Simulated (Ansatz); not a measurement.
C₂H₆InN

Input file:

```
crystal:
  periodic: [false, false, false]
  atoms:
    - {symbol: C, position_ang: [1.283319, -0.841904, -0.015540]}
    - {symbol: C, position_ang: [-0.047898, -0.182048, 0.027276]}
    - {symbol: N, position_ang: [-1.165183, -0.765709, 0.206668]}
    - {symbol: In, position_ang: [-0.989098, 1.756716, -0.127677]}
    - {symbol: H, position_ang: [1.934200, -0.425390, 0.758585]}
    - {symbol: H, position_ang: [1.770487, -0.643302, -0.974506]}
    - {symbol: H, position_ang: [1.203351, -1.926476, 0.128415]}
    - {symbol: H, position_ang: [-1.110280, -1.785108, 0.330020]}
    - {symbol: H, position_ang: [-1.295583, 2.596655, 1.340932]}
    - {symbol: H, position_ang: [-1.583324, 2.216557, -1.674164]}
basis:
  gaussian: {orbitals: def2-TZVPP}
hamiltonian: {xc: pbe0, dispersion: d4}
output: {orbitals: {seedname: orbitals}}
```

Launched as:

```sh
ansatz run in.yaml --threads 4 --pin off --events-out ev --progress --plain --max-ram 10444MiB
```

Geometry: PBE0-D4/def2-TZVP; core potentials replace the inner electrons of In.

Computed with Ansatz, RKS PBE0-D4/def2-TZVPP.

Question: What can the converged electron density and electron localisation function tell about the bonding?

Answer: C–N (1.27 Å): ρ at the midpoint is about 2.9 e/Å³; the ELF peaks at about 0.90 between the atoms (localised, covalent bonding).
C–C (1.49 Å): ρ at the midpoint is about 1.8 e/Å³; the ELF peaks at about 0.95 between the atoms: localised, covalent bonding.
C–In (2.16 Å): ρ is about 0.64 e/Å³ halfway; the ELF peaks at about 0.90 in the valence shell of C, 0.7 Å from its nucleus, and drops to about 0.20 between the two atoms.
In–N (2.55 Å): ρ is about 0.29 e/Å³ halfway; the ELF is about 0.10 at the midpoint.

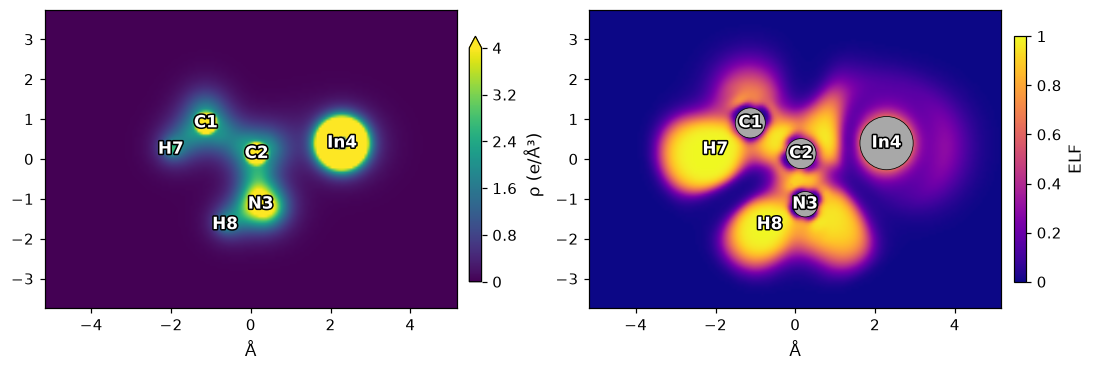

Computed electron density and electron localisation function on the plane of atoms N3, C2 and In4, in this order. Grey discs cover the atomic cores in the ELF map. 
